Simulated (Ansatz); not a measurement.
```xyz
11

Ta   -0.1822   -0.0496    0.0738
F     1.7266   -0.1209    0.1811
F    -0.1670   -0.2327    1.9656
O    -0.1603   -0.2304   -1.8015
H    -0.4267   -0.6908   -2.6013
Cl   -1.5641    1.7903    0.1808
O    -1.1932   -1.6509    0.1083
H    -1.4431   -2.0070    0.9715
O     1.6399    2.3152   -1.1028
H     1.3876    2.0242   -1.9887
H     2.3112    1.6487   -0.8341
```

Core potentials replace the inner electrons of Ta; not at a stationary point (largest force 0.9 eV/Å).

All numbers below come from RKS PBE0-D4/def2-SVP in Ansatz.

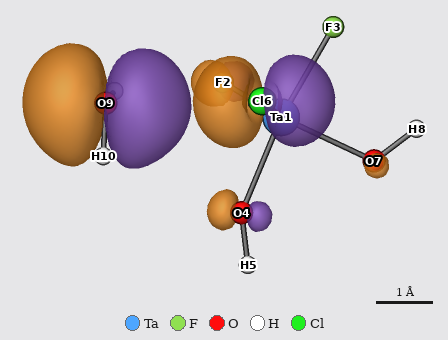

ClF2H2O2Ta···H2O. The HOMO at ±0.1 Å⁻³ᐟ² (orange and purple are the two phases), seen at a tilt.

**Describe this orbital and give its energy.**

By Hirshfeld shares it lies mainly on O9 (about 70 %) and Cl6 (about 15 %); largely a lone pair of O9. Its energy is −8.91 eV.
